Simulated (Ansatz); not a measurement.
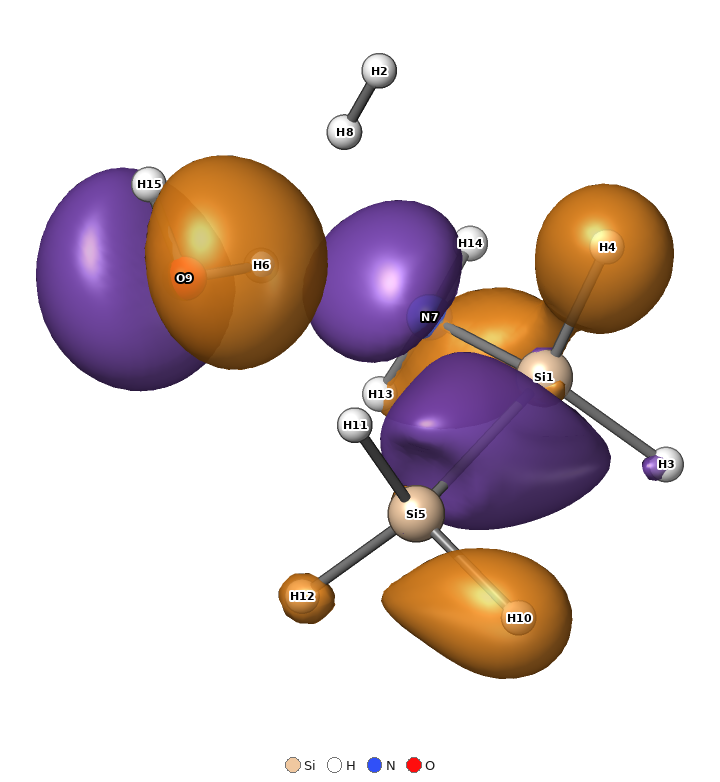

H7NSi2···H2···H2O. The HOMO−1 at ±0.1 Å⁻³ᐟ² (orange and purple are the two phases), seen at an oblique angle.

The product side of a reaction path; geometry: PBE0-D4/def2-TZVP.

The calculation used RKS PBE0-D4/def2-TZVPP in Ansatz.

Input file:

```
crystal:
  periodic: [false, false, false]
  atoms:
    - {symbol: Si, position_ang: [-0.481929, -1.259503, -0.627690]}
    - {symbol: H, position_ang: [0.197857, 0.065667, 3.285125]}
    - {symbol: H, position_ang: [-1.156219, -2.174318, -1.599220]}
    - {symbol: H, position_ang: [-0.451132, -1.963734, 0.682085]}
    - {symbol: Si, position_ang: [-1.682092, 0.753655, -0.511455]}
    - {symbol: H, position_ang: [1.544894, 0.642847, 0.034158]}
    - {symbol: N, position_ang: [1.190304, -0.938973, -1.038768]}
    - {symbol: H, position_ang: [0.249499, 0.419004, 2.628538]}
    - {symbol: O, position_ang: [1.389647, 1.536873, 0.389833]}
    - {symbol: H, position_ang: [-3.101770, 0.441393, -0.845322]}
    - {symbol: H, position_ang: [-1.638962, 1.364073, 0.838328]}
    - {symbol: H, position_ang: [-1.168360, 1.708068, -1.529206]}
    - {symbol: H, position_ang: [1.349191, -0.484284, -1.928298]}
    - {symbol: H, position_ang: [1.826396, -1.720173, -0.954716]}
    - {symbol: H, position_ang: [1.932877, 1.609506, 1.176608]}
basis:
  gaussian: {orbitals: def2-TZVPP}
hamiltonian: {xc: pbe0, dispersion: d4}
output: {orbitals: {seedname: orbitals}}
```

Run with:

```sh
ansatz run in.yaml --threads 8 --pin off --events-out ev --progress --plain --max-ram 19148MiB
```

Question: Describe this orbital and give its energy.

Answer: It lies mainly on O9 (about 55 %), N7 (about 10 %), Si1 (about 10 %) and Si5 (about 5 %). Its energy is −8.36 eV.
